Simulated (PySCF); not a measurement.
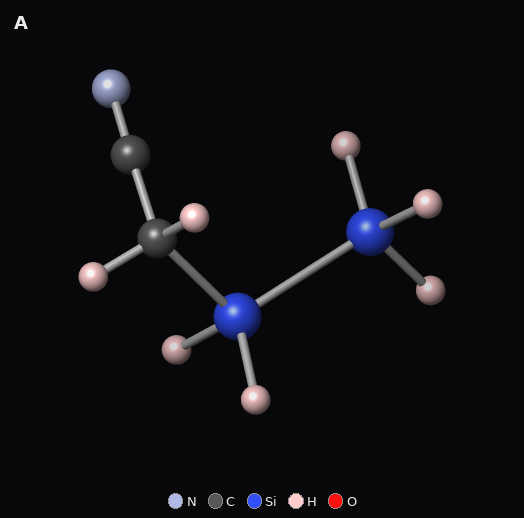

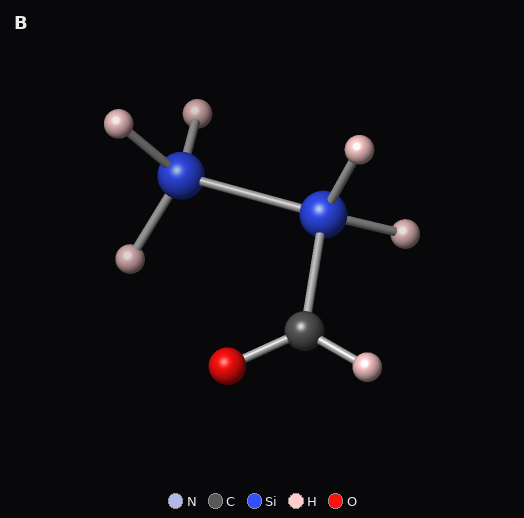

Two related species, optimised with GFN2-xTB; properties computed with PySCF 2.14.0. Both: charge 0, singlet.

Identify both.

A is C2H7NSi2 (N#CC[SiH2][SiH3]), B is CH6OSi2 (O=C[SiH2][SiH3]).

Compare them. With CAM-B3LYP/def2-SVPD: dipole moment (D), HOMO–LUMO gap (eV), HOMO energy (Kohn–Sham orbital) (eV), lowest vertical singlet excitation (eV), mean static polarisability (bohr³).

| quantity | A | B |
| --- | --- | --- |
| dipole moment (D) | 3.89 | 2.22 |
| HOMO–LUMO gap (eV) | 10.50 | 8.13 |
| HOMO energy (Kohn–Sham orbital) (eV) | −10.06 | −8.51 |
| lowest vertical singlet excitation (eV) | 7.35 | 3.29 |
| mean static polarisability (bohr³) | 82.8 | 72.5 |

Each is one conformer, and no frequency run is at hand to confirm it as a minimum.

The geometry is semi-empirical. Around Si such bond lengths and angles can be off by a tenth of an ångström or more and by several degrees, and values that hang on the shape move with them.
